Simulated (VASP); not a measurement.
Band structure of BAs (space group F-43m). Calculation: r2SCAN meta-GGA, VASP's PBE PAW potentials (set 64) (plane waves; VASP).

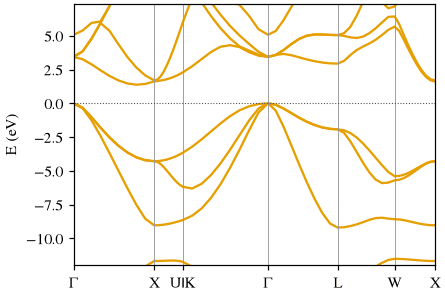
Figure. Bands along high-symmetry lines, zero at the valence-band maximum or, without a gap, the Fermi level

Problem. Read the plot: is there a gap, and where are the band edges?

Solution. The gap is indirect, 1.38 eV, from the valence maximum at Γ to the conduction minimum at Γ-X at 0.78.

The structure comes from a computed database's BAs entry (F-43m); how it stands against other phases isn't given here. It was relaxed first.
